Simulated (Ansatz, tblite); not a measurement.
**The cluster GeSb2: one state, many levels**

Aim: run the singlet of the cluster GeSb2 at one geometry on many levels, and compare frontier levels, spin and run time.

Program: Ansatz 0.2.0, Gaussian basis. Level of theory: as each input shows. These are calculated values, not measurements.

The runs, in order: GFN1-xTB, GFN2-xTB, PBE-D4/def2-TZVP, r2SCAN-D4/def2-TZVP, r2SCANh-D4/def2-TZVP, B2PLYP/def2-TZVP, HF/def2-TZVP, LDA/def2-TZVP, HSE06-D4/def2-TZVP, PBE-D4/def2-SVP, PBE0-D4/def2-SVP, PBE0-D4/def2-TZVPD, PBE-D4/def2-TZVPD, r2SCAN-D4/def2-TZVPD, CCSD(T)/def2-TZVPP, MP2/def2-TZVP, RPA/def2-TZVP.

4 further runs of the same task are left out: 4 set aside as unsound or not needed.

**1. The relaxed structure**

The singlet was relaxed beforehand with PBE-D4/def2-TZVP. At that level it is the lowest of the isomers that a small search found.

3 atoms, charge 0, spin multiplicity 1.

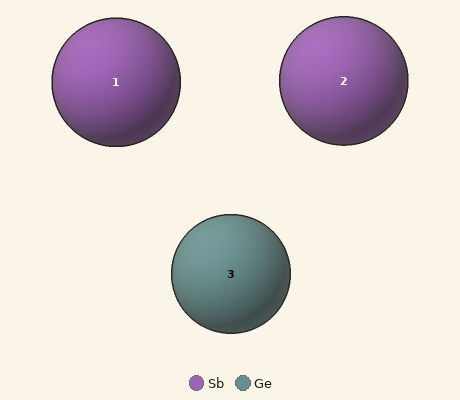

The structure; antimony purple, germanium teal; atoms are numbered from 1 in the order of the file.

Sb takes a core potential in the def2 sets. No spin-orbit coupling is included.

PBE0-D4/def2-TZVP was run before; its log isn't repeated, and its numbers join the tables.

**2. GFN1-xTB**

Tight binding, by tblite at 300 K electronic temperature and without a spin-polarisation term:

```python
tblite.interface.Calculator('GFN1-xTB', numbers, positions, charge=0, uhf=0).singlepoint()
```

Energy -181.3608 eV, HOMO -9.74 eV, LUMO -8.35 eV; 0.003 s.

**3. GFN2-xTB**

Tight binding, by tblite at 300 K electronic temperature and without a spin-polarisation term:

```python
tblite.interface.Calculator('GFN2-xTB', numbers, positions, charge=0, uhf=0).singlepoint()
```

Energy -174.0511 eV, HOMO -8.34 eV, LUMO -6.99 eV; 0.003 s.

**4. PBE-D4/def2-TZVP**

start.molden holds the orbitals of an earlier run on this state, given as this run's starting guess.

Input file in.yaml:

```yaml
crystal:
  periodic: [false, false, false]
  atoms:
    - {symbol: Sb, position_ang: [0.507215, -1.391986, 0.435915]}
    - {symbol: Sb, position_ang: [0.711887, 1.290981, 0.459887]}
    - {symbol: Ge, position_ang: [-1.219102, 0.101004, -0.895801]}
basis:
  gaussian: {orbitals: def2-TZVP, initial_orbitals: start.molden}
hamiltonian: {xc: pbe, dispersion: d4}
scf: {omitted_lower_state_checks: [starts]}
output: {forces: true, orbitals: {seedname: orbitals}}
```

The run is started by

```console
$ ansatz run in.yaml --threads 2 --pin off --events-out ev --progress --plain --max-ram 4352MiB
```

Standard output:

```text
Functional definition: PBE
  name "PBE"
  cite "Perdew, Burke & Ernzerhof, Phys. Rev. Lett. 77, 3865 (1996) doi:10.1103/PhysRevLett.77.3865"
  parent pbe
  parameter kappa = 0.804
  parameter beta = 0.06672455060314922
  exchange = pbe_x(kappa = kappa, mu = beta*pi^2/3)
  correlation = pbe_c(beta = beta)
these checks for a lower state are left out or cut short: starts
1124 factors; their error is unknown
mean field evaluation 1: about -69586.4514 eV, gradient 9.6e0 eV
mean field evaluation 2: about -69586.5491 eV, gradient 1.3e-1 eV
mean field evaluation 4: about -69586.5308 eV, gradient 2.1e-4 eV
mean field evaluation 8: about -69586.5308 eV, gradient 8.2e-6 eV
mean field -69586.53082684 eV, -2557.2578404415 hartree, gradient 8.2e-6 eV, S^2 0.000000; 0 other end points of the search recorded, 0 dependent functions left out
the calculation of the forces begins
reference -69586.53085739 eV, -2557.2578415645 hartree; 39, 39 occupied and 109, 109 virtual orbitals, 1124 factors
Total energy: -69586.69548231 eV, -2557.2638914184 hartree
Atom 0 at     0.507215    -1.391986     0.435915 Å, force    -0.000193    -0.000435    -0.000121 eV/Å
Atom 1 at     0.711887     1.290981     0.459887 Å, force    -0.000125     0.000461    -0.000113 eV/Å
Atom 2 at    -1.219102     0.101004    -0.895801 Å, force     0.000318    -0.000026     0.000234 eV/Å
Dipole moment:     0.029785    -0.002468     0.021886 e Å
Checks for a lower state left out: starts
```

Run time: 2 s. Hardware: 2 threads of Arm Neoverse V2, shared host.

From the report: HOMO -5.25 eV, LUMO -3.87 eV.

**5. r2SCAN-D4/def2-TZVP**

Changes to in.yaml since step 4:

```diff
@@ -8,4 +8,4 @@
   gaussian: {orbitals: def2-TZVP, initial_orbitals: start.molden}
-hamiltonian: {xc: pbe, dispersion: d4}
+hamiltonian: {xc: r2scan, dispersion: d4}
 scf: {omitted_lower_state_checks: [starts]}
-output: {forces: true, orbitals: {seedname: orbitals}}
+output: {orbitals: {seedname: orbitals}}
```

Launched as before.

Standard output:

```text
Functional definition: r2SCAN
  name "r2SCAN"
  cite "Furness, Kaplan, Ning, Perdew & Sun, J. Phys. Chem. Lett. 11, 8208 (2020) doi:10.1021/acs.jpclett.0c02405"
  cite "Furness, Kaplan, Ning, Perdew & Sun, J. Phys. Chem. Lett. 11, 9248 (2020) doi:10.1021/acs.jpclett.0c03077"
  parent r2scan
  parameter k0 = 0.174
  parameter k1 = 0.065
  parameter a1 = 4.9479
  exchange = r2scan_x(k0 = k0, k1 = k1, a1 = a1)
  correlation = r2scan_c
these checks for a lower state are left out or cut short: starts
1124 factors; their error is unknown
mean field evaluation 1: about -69599.7657 eV, gradient 7.2e0 eV
mean field evaluation 2: about -69599.8185 eV, gradient 6.9e-2 eV
mean field evaluation 4: about -69599.8047 eV, gradient 7.4e-5 eV
mean field -69599.80471608 eV, -2557.7456468739 hartree, gradient 7.8e-5 eV, S^2 0.000000; 0 other end points of the search recorded, 0 dependent functions left out
reference -69599.80472538 eV, -2557.7456472157 hartree; 39, 39 occupied and 109, 109 virtual orbitals, 1124 factors
Total energy: -69599.83200931 eV, -2557.7466498816 hartree
Checks for a lower state left out: starts
```

Wall time 3.5 s (2 threads of Arm Neoverse V2, shared host).

From the report: HOMO -5.49 eV, LUMO -3.91 eV.

**6. r2SCANh-D4/def2-TZVP**

Changes to in.yaml since step 5:

```diff
@@ -8,3 +8,3 @@
   gaussian: {orbitals: def2-TZVP, initial_orbitals: start.molden}
-hamiltonian: {xc: r2scan, dispersion: d4}
+hamiltonian: {xc: {name: r2SCANh}, dispersion: d4}
 scf: {omitted_lower_state_checks: [starts]}
```

The command is unchanged.

Standard output, cut to the lines that bear on the results:

```text
Functional definition: r2SCANh
  name "r2SCANh"
  cite "Bursch, Neugebauer, Ehlert & Grimme, J. Chem. Phys. 156, 134105 (2022) doi:10.1063/5.0086040"
  cite "Furness, Kaplan, Ning, Perdew & Sun, J. Phys. Chem. Lett. 11, 8208 (2020) doi:10.1021/acs.jpclett.0c02405"
  cite "Furness, Kaplan, Ning, Perdew & Sun, J. Phys. Chem. Lett. 11, 9248 (2020) doi:10.1021/acs.jpclett.0c03077"
  parent r2scan
[...]
1149 factors; their error is unknown
[...]
mean field -69598.87117060 eV, -2557.7113397102 hartree, gradient 1.7e-5 eV, S^2 0.000000; 0 other end points of the search recorded, 0 dependent functions left out
reference -69598.87117914 eV, -2557.7113400241 hartree; 39, 39 occupied and 109, 109 virtual orbitals, 1149 factors
Total energy: -69598.90369517 eV, -2557.7125349661 hartree
Checks for a lower state left out: starts
```

Run time: 4.3 s. Hardware: 2 threads of Arm Neoverse V2, shared host.

Report: HOMO -5.81 eV, LUMO -3.67 eV.

**7. B2PLYP/def2-TZVP**

Changes to in.yaml since step 6:

```diff
@@ -8,4 +8,3 @@
   gaussian: {orbitals: def2-TZVP, initial_orbitals: start.molden}
-hamiltonian: {xc: {name: r2SCANh}, dispersion: d4}
+hamiltonian: {xc: {name: B2PLYP}}
 scf: {omitted_lower_state_checks: [starts]}
-output: {orbitals: {seedname: orbitals}}
```

Launched as before.

Standard output, cut to the lines that bear on the results:

```text
Functional definition: B2PLYP
  name "B2PLYP"
  cite "Grimme, J. Chem. Phys. 124, 034108 (2006) doi:10.1063/1.2148954"
  cite "Becke, Phys. Rev. A 38, 3098 (1988) doi:10.1103/PhysRevA.38.3098"
  cite "Lee, Yang & Parr, Phys. Rev. B 37, 785 (1988) doi:10.1103/PhysRevB.37.785"
[...]
1257 factors; integrals over basis functions are off by at most 5.0e-4 eV
[...]
mean field -69565.66502639 eV, -2556.4910364186 hartree, gradient 1.8e-6 eV, S^2 0.000000; 0 other end points of the search recorded, 0 dependent functions left out
17 core orbitals not correlated: weight in the atoms' cores, before any rotation towards them, 1.000 or more for the frozen orbitals, at most 0.000 for the correlated occupied ones
reference -69565.66514998 eV, -2556.4910409603 hartree; 22, 22 occupied and 109, 109 virtual orbitals, 1257 factors
second order -30.10299771 eV of doubles, -0.00000000 eV of singles
Total energy: -69573.79295936 eV, -2556.7897324459 hartree
Checks for a lower state left out: starts
```

It took 5.5 s on 2 threads of Arm Neoverse V2, shared host.

**8. HF/def2-TZVP**

Changes to in.yaml since step 7:

```diff
@@ -8,3 +8,4 @@
   gaussian: {orbitals: def2-TZVP, initial_orbitals: start.molden}
-hamiltonian: {xc: {name: B2PLYP}}
+hamiltonian: {xc: hf}
 scf: {omitted_lower_state_checks: [starts]}
+output: {orbitals: {seedname: orbitals}}
```

Launched as before.

Standard output:

```text
Functional definition: HF
  name "HF"
  cite "Fock, Z. Phys. 61, 126 (1930) doi:10.1007/BF01340294"
  parent pbe
  exchange = exact_x
  correlation = 0
these checks for a lower state are left out or cut short: starts
1515 factors; their error is unknown
mean field evaluation 1: about -69492.7815 eV, gradient 2.7e1 eV
mean field evaluation 2: about -69493.5711 eV, gradient 9.5e-1 eV
mean field evaluation 4: about -69496.0548 eV, gradient 2.5e0 eV
mean field evaluation 8: about -69496.0602 eV, gradient 1.6e-5 eV
mean field -69496.06018910 eV, -2553.9331058278 hartree, gradient 1.6e-5 eV, S^2 0.000000; 0 other end points of the search recorded, 0 dependent functions left out
reference -69496.06018910 eV, -2553.9331058278 hartree; 39, 39 occupied and 109, 109 virtual orbitals, 1515 factors
Total energy: -69496.06018910 eV, -2553.9331058278 hartree
Checks for a lower state left out: starts
```

It took 2.5 s on 2 threads of Arm Neoverse V2, shared host.

Report: HOMO -7.88 eV, LUMO -0.63 eV.

**9. LDA/def2-TZVP**

Changes to in.yaml since step 8:

```diff
@@ -8,3 +8,3 @@
   gaussian: {orbitals: def2-TZVP, initial_orbitals: start.molden}
-hamiltonian: {xc: hf}
+hamiltonian: {xc: lda}
 scf: {omitted_lower_state_checks: [starts]}
```

Same command.

Standard output:

```text
Functional definition: SPW92
  name "SPW92"
  cite "Dirac, Proc. Camb. Phil. Soc. 26, 376 (1930) doi:10.1017/S0305004100016108"
  cite "Slater, Phys. Rev. 81, 385 (1951) doi:10.1103/PhysRev.81.385"
  cite "Perdew & Wang, Phys. Rev. B 45, 13244 (1992) doi:10.1103/PhysRevB.45.13244"
  exchange = slater_x
  correlation = pw_c
these checks for a lower state are left out or cut short: starts
1124 factors; their error is unknown
mean field evaluation 1: about -69489.5294 eV, gradient 2.3e1 eV
mean field evaluation 2: about -69489.8316 eV, gradient 4.2e-1 eV
mean field evaluation 4: about -69489.8147 eV, gradient 1.2e-1 eV
mean field -69489.81472586 eV, -2553.7035892871 hartree, gradient 2.7e-5 eV, S^2 0.000000; 0 other end points of the search recorded, 0 dependent functions left out
reference -69489.81475494 eV, -2553.7035903558 hartree; 39, 39 occupied and 109, 109 virtual orbitals, 1124 factors
Total energy: -69489.81475494 eV, -2553.7035903558 hartree
Checks for a lower state left out: starts
```

Wall time 0.95 s (2 threads of Arm Neoverse V2, shared host).

Report: HOMO -5.43 eV, LUMO -4.09 eV.

**10. HSE06-D4/def2-TZVP**

Changes to in.yaml since step 9:

```diff
@@ -8,3 +8,3 @@
   gaussian: {orbitals: def2-TZVP, initial_orbitals: start.molden}
-hamiltonian: {xc: lda}
+hamiltonian: {xc: hse06, dispersion: d4}
 scf: {omitted_lower_state_checks: [starts]}
```

Launched as before.

Standard output, cut to the lines that bear on the results:

```text
Functional definition: HSE06
  name "HSE06"
  cite "Heyd, Scuseria & Ernzerhof, J. Chem. Phys. 118, 8207 (2003) doi:10.1063/1.1564060"
  cite "Krukau, Vydrov, Izmaylov & Scuseria, J. Chem. Phys. 125, 224106 (2006) doi:10.1063/1.2404663"
  cite "Heyd & Scuseria, J. Chem. Phys. 120, 7274 (2004) doi:10.1063/1.1668634"
  cite "Ernzerhof & Perdew, J. Chem. Phys. 109, 3313 (1998) doi:10.1063/1.476928"
  cite "Perdew, Burke & Ernzerhof, Phys. Rev. Lett. 77, 3865 (1996) doi:10.1103/PhysRevLett.77.3865"
  parent pbe
[...]
  # The whole range is PBE's own exchange, as in plane waves. The composition of these papers is wPBEh.
[...]
1283 factors; their error is unknown
68 factors; integrals over basis functions are off by at most 1.3e-6 eV
[...]
mean field -69588.20483871 eV, -2557.3193592434 hartree, gradient 2.0e-5 eV, S^2 0.000000; 0 other end points of the search recorded, 0 dependent functions left out
reference -69588.20486953 eV, -2557.3193603758 hartree; 39, 39 occupied and 109, 109 virtual orbitals, 1283 factors
Total energy: -69588.34201862 eV, -2557.3244005118 hartree
Checks for a lower state left out: starts
```

Run time: 2.9 s. Hardware: 2 threads of Arm Neoverse V2, shared host.

HOMO -5.76 eV, LUMO -3.62 eV.

**11. PBE-D4/def2-SVP**

Changes to in.yaml since step 10:

```diff
@@ -7,4 +7,4 @@
 basis:
-  gaussian: {orbitals: def2-TZVP, initial_orbitals: start.molden}
-hamiltonian: {xc: hse06, dispersion: d4}
+  gaussian: {orbitals: def2-SVP, initial_orbitals: start.molden}
+hamiltonian: {xc: pbe, dispersion: d4}
 scf: {omitted_lower_state_checks: [starts]}
```

The command is unchanged.

Standard output:

```text
Functional definition: PBE
  name "PBE"
  cite "Perdew, Burke & Ernzerhof, Phys. Rev. Lett. 77, 3865 (1996) doi:10.1103/PhysRevLett.77.3865"
  parent pbe
  parameter kappa = 0.804
  parameter beta = 0.06672455060314922
  exchange = pbe_x(kappa = kappa, mu = beta*pi^2/3)
  correlation = pbe_c(beta = beta)
these checks for a lower state are left out or cut short: starts
983 factors; their error is unknown
mean field evaluation 1: about -69578.8780 eV, gradient 2.7e1 eV
mean field evaluation 2: about -69579.0599 eV, gradient 3.7e-1 eV
mean field evaluation 4: about -69579.0231 eV, gradient 3.7e-2 eV
mean field -69579.02306376 eV, -2556.9819352375 hartree, gradient 1.9e-5 eV, S^2 0.000000; 0 other end points of the search recorded, 0 dependent functions left out
reference -69579.02308954 eV, -2556.9819361850 hartree; 39, 39 occupied and 45, 45 virtual orbitals, 983 factors
Total energy: -69579.18771446 eV, -2556.9879860390 hartree
Checks for a lower state left out: starts
```

Run time: 0.9 s. Hardware: 2 threads of Arm Neoverse V2, shared host.

HOMO -5.23 eV, LUMO -3.84 eV.

**12. PBE0-D4/def2-SVP**

Changes to in.yaml since step 11:

```diff
@@ -8,3 +8,3 @@
   gaussian: {orbitals: def2-SVP, initial_orbitals: start.molden}
-hamiltonian: {xc: pbe, dispersion: d4}
+hamiltonian: {xc: pbe0, dispersion: d4}
 scf: {omitted_lower_state_checks: [starts]}
```

The command is unchanged.

Standard output, cut to the lines that bear on the results:

```text
Functional definition: PBE0
  name "PBE0"
  cite "Adamo & Barone, J. Chem. Phys. 110, 6158 (1999) doi:10.1063/1.478522"
  cite "Perdew, Burke & Ernzerhof, Phys. Rev. Lett. 77, 3865 (1996) doi:10.1103/PhysRevLett.77.3865"
  parent pbe
[...]
984 factors; integrals over basis functions are off by at most 2.7e-4 eV
[...]
mean field -69580.78139805 eV, -2557.0465528308 hartree, gradient 1.7e-5 eV, S^2 0.000000; 0 other end points of the search recorded, 0 dependent functions left out
reference -69580.78141746 eV, -2557.0465535439 hartree; 39, 39 occupied and 45, 45 virtual orbitals, 984 factors
Total energy: -69580.92090490 eV, -2557.0516796128 hartree
Checks for a lower state left out: starts
```

It took 1.6 s on 2 threads of Arm Neoverse V2, shared host.

From the report: HOMO -6.14 eV, LUMO -3.25 eV.

**13. PBE0-D4/def2-TZVPD**

Changes to in.yaml since step 12:

```diff
@@ -7,3 +7,3 @@
 basis:
-  gaussian: {orbitals: def2-SVP, initial_orbitals: start.molden}
+  gaussian: {orbitals: def2-TZVPD, initial_orbitals: start.molden}
 hamiltonian: {xc: pbe0, dispersion: d4}
```

The command is unchanged.

Standard output:

```text
Functional definition: PBE0
  name "PBE0"
  cite "Adamo & Barone, J. Chem. Phys. 110, 6158 (1999) doi:10.1063/1.478522"
  cite "Perdew, Burke & Ernzerhof, Phys. Rev. Lett. 77, 3865 (1996) doi:10.1103/PhysRevLett.77.3865"
  parent pbe
  parameter a = 0.25
  parameter kappa = 0.804
  parameter beta = 0.06672455060314922
  exchange = (1 - a)*pbe_x(kappa = kappa, mu = beta*pi^2/3) + a*exact_x
  correlation = pbe_c(beta = beta)
these checks for a lower state are left out or cut short: starts
1392 factors; their error is unknown
mean field evaluation 1: about -69587.6900 eV, gradient 4.8e0 eV
mean field evaluation 2: about -69587.7152 eV, gradient 4.8e-2 eV
mean field evaluation 4: about -69588.2729 eV, gradient 4.5e-4 eV
mean field evaluation 8: about -69588.2729 eV, gradient 9.9e-6 eV
mean field -69588.27292851 eV, -2557.3218614973 hartree, gradient 9.9e-6 eV, S^2 0.000000; 0 other end points of the search recorded, 0 dependent functions left out
reference -69588.27295324 eV, -2557.3218624059 hartree; 39, 39 occupied and 127, 127 virtual orbitals, 1392 factors
Total energy: -69588.41244068 eV, -2557.3269884748 hartree
Checks for a lower state left out: starts
```

Run time: 3.6 s. Hardware: 2 threads of Arm Neoverse V2, shared host.

HOMO -6.14 eV, LUMO -3.27 eV.

**14. PBE-D4/def2-TZVPD**

Changes to in.yaml since step 13:

```diff
@@ -8,3 +8,3 @@
   gaussian: {orbitals: def2-TZVPD, initial_orbitals: start.molden}
-hamiltonian: {xc: pbe0, dispersion: d4}
+hamiltonian: {xc: pbe, dispersion: d4}
 scf: {omitted_lower_state_checks: [starts]}
```

Launched as before.

Standard output:

```text
Functional definition: PBE
  name "PBE"
  cite "Perdew, Burke & Ernzerhof, Phys. Rev. Lett. 77, 3865 (1996) doi:10.1103/PhysRevLett.77.3865"
  parent pbe
  parameter kappa = 0.804
  parameter beta = 0.06672455060314922
  exchange = pbe_x(kappa = kappa, mu = beta*pi^2/3)
  correlation = pbe_c(beta = beta)
these checks for a lower state are left out or cut short: starts
1199 factors; their error is unknown
mean field evaluation 1: about -69586.4450 eV, gradient 1.1e1 eV
mean field evaluation 2: about -69586.5707 eV, gradient 1.8e-1 eV
mean field evaluation 4: about -69586.5589 eV, gradient 1.3e-1 eV
mean field -69586.55893007 eV, -2557.2588732162 hartree, gradient 4.7e-5 eV, S^2 0.000000; 0 other end points of the search recorded, 0 dependent functions left out
reference -69586.55896260 eV, -2557.2588744117 hartree; 39, 39 occupied and 127, 127 virtual orbitals, 1199 factors
Total energy: -69586.72358751 eV, -2557.2649242656 hartree
Checks for a lower state left out: starts
```

Run time: 2.1 s. Hardware: 2 threads of Arm Neoverse V2, shared host.

Report: HOMO -5.27 eV, LUMO -3.89 eV.

**15. r2SCAN-D4/def2-TZVPD**

Changes to in.yaml since step 14:

```diff
@@ -8,3 +8,3 @@
   gaussian: {orbitals: def2-TZVPD, initial_orbitals: start.molden}
-hamiltonian: {xc: pbe, dispersion: d4}
+hamiltonian: {xc: r2scan, dispersion: d4}
 scf: {omitted_lower_state_checks: [starts]}
```

Same command.

Standard output:

```text
Functional definition: r2SCAN
  name "r2SCAN"
  cite "Furness, Kaplan, Ning, Perdew & Sun, J. Phys. Chem. Lett. 11, 8208 (2020) doi:10.1021/acs.jpclett.0c02405"
  cite "Furness, Kaplan, Ning, Perdew & Sun, J. Phys. Chem. Lett. 11, 9248 (2020) doi:10.1021/acs.jpclett.0c03077"
  parent r2scan
  parameter k0 = 0.174
  parameter k1 = 0.065
  parameter a1 = 4.9479
  exchange = r2scan_x(k0 = k0, k1 = k1, a1 = a1)
  correlation = r2scan_c
these checks for a lower state are left out or cut short: starts
1199 factors; their error is unknown
mean field evaluation 1: about -69599.7594 eV, gradient 8.8e0 eV
mean field evaluation 2: about -69599.8374 eV, gradient 1.3e-1 eV
mean field evaluation 4: about -69599.8301 eV, gradient 2.0e-4 eV
mean field evaluation 8: about -69599.8301 eV, gradient 2.5e-5 eV
mean field -69599.83008415 eV, -2557.7465791332 hartree, gradient 2.5e-5 eV, S^2 0.000000; 0 other end points of the search recorded, 0 dependent functions left out
reference -69599.83009432 eV, -2557.7465795072 hartree; 39, 39 occupied and 127, 127 virtual orbitals, 1199 factors
Total energy: -69599.85737826 eV, -2557.7475821731 hartree
Checks for a lower state left out: starts
```

Wall time 4.3 s (2 threads of Arm Neoverse V2, shared host).

HOMO -5.50 eV, LUMO -3.92 eV.

**16. CCSD(T)/def2-TZVPP**

Changes to in.yaml since step 15:

```diff
@@ -7,4 +7,4 @@
 basis:
-  gaussian: {orbitals: def2-TZVPD, initial_orbitals: start.molden}
-hamiltonian: {xc: r2scan, dispersion: d4}
+  gaussian: {orbitals: def2-TZVPP, initial_orbitals: start.molden}
+correlation: {method: ccsd_t}
 scf: {omitted_lower_state_checks: [starts]}
```

Launched as before.

Standard output, cut to the lines that bear on the results:

```text
Functional definition: HF
  name "HF"
  cite "Fock, Z. Phys. 61, 126 (1930) doi:10.1007/BF01340294"
  parent pbe
[...]
1257 factors; integrals over basis functions are off by at most 5.0e-4 eV
[...]
mean field -69496.06106394 eV, -2553.9331379778 hartree, gradient 2.0e-6 eV, S^2 0.000000; 0 other end points of the search recorded, 0 dependent functions left out; unrestricted orbitals would lower it
17 core orbitals not correlated: weight in the atoms' cores, before any rotation towards them, 1.000 or more for the frozen orbitals, at most 0.000 for the correlated occupied ones
reference -69496.06106394 eV, -2553.9331379778 hartree; 22, 22 occupied and 109, 109 virtual orbitals, 1257 factors
second order -24.82921210 eV of doubles, -0.00000000 eV of singles
cycle   1  -22.85488983 eV  change     2.0e0 eV  update   1.6e-1
[...]
cycle  10  -23.79439249 eV  change    3.1e-5 eV  update   2.2e-5
perturbative correction -1.11199239 eV, -0.0408649668 hartree
Total energy: -69520.96744883 eV, -2554.8484307404 hartree
Checks for a lower state left out: starts
```

Run time: 12 s. Hardware: 2 threads of Arm Neoverse V2, shared host; peak memory 0.77 GiB.

Report: Hartree-Fock HOMO -7.88 eV, LUMO -0.63 eV; T1 0.014. Doubts: restricted state is unstable towards broken spin symmetry.

(Part 1 of 2 ends here.)
